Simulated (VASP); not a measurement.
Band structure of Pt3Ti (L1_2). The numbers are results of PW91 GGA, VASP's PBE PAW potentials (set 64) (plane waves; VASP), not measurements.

Unless said otherwise, spin-orbit coupling is left out, though it shifts the bands of the heavy elements here.

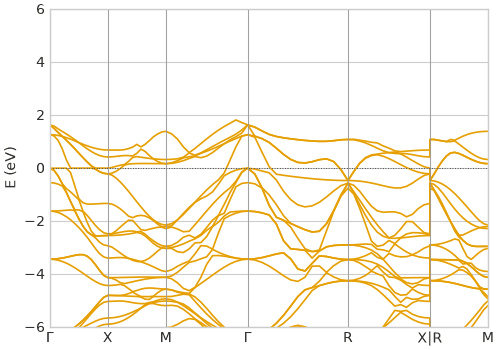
Figure: Bands along high-symmetry lines, zero at the valence-band maximum or, without a gap, the Fermi level

Problem. Read the plot: is there a gap, and where are the band edges?

Solution. It has no gap at this level: it comes out as a metal or semimetal. (Edges off the drawn lines would not show.)

The compound is Pt3Ti in the L1_2 structure. It was relaxed first.
